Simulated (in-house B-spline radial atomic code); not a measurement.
Theory: non-relativistic M06-2X, spin-polarised, spherical fractional occupations, point nucleus, basis-set limit (computed with an in-house B-spline radial code). The occupation of the 2p shell is varied from C ([He] 2s2 2p2 (high spin)) to C with charge -0.8 ([He] 2s2 2p2.8 (2p: 2.8 up, 0 down)), with spherical fractional occupations. Wanted, and plotted below: the total energy less the straight line between the end points, and the eigenvalue of 2p↑.

The curve is convex (below the straight line), with the largest deviation among the points computed, −0.59 eV, at 0.4. The eigenvalue, which is the slope of the energy (Janak's theorem), moves from −7.03 eV at 0 to −1.16 eV at 0.8. Convexity is the mark of the delocalisation error, which puts fractional charges too low; for p, d and f shells the spherical spreading of the fraction adds to it. One end point is itself fractional, so the deviation from the line between whole numbers would be larger. Exact exchange at spherical fractional occupations leaves self-interaction in partly filled shells, which adds to the curvature.

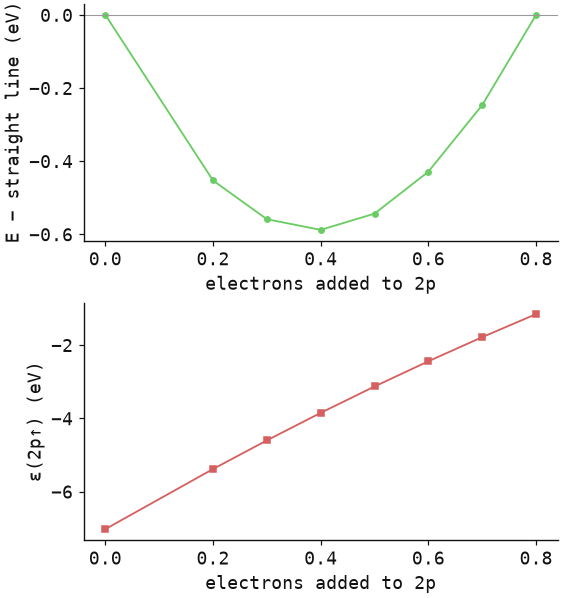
